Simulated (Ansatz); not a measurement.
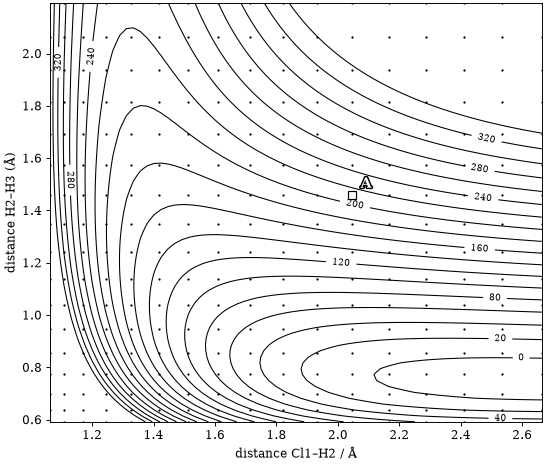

The system Cl⁻ + H₂. 
- Coordinates scanned: (1) distance Cl1–H2; (2) distance H2–H3.
- Nothing is relaxed (the angle Cl1–H2–H3 is fixed at 180 degrees).
- The grid has 17 × 17 points.
- Points are written as (first, second).
- All energies are given in kJ/mol relative to Cl with charge -1 far from the relaxed HH (each part in its own basis).
- The restricted reference is unstable at some or all points, so the energies there are unreliable.
- Method: RHF-MP2, frozen core/aug-cc-pVTZ in Ansatz.

In the figure: contour lines labelled in kJ/mol (none above 340), dots at the grid points, the point A. Between grid points the surface is interpolated.

Which way does the force act at A, and how strong is it?

Answer. A, at (2.047 Å, 1.460 Å), is not a stationary point. The computed force is 92 kJ/mol for each Å towards smaller values of distance Cl1–H2 and 320 kJ/mol for each Å towards smaller values of distance H2–H3.
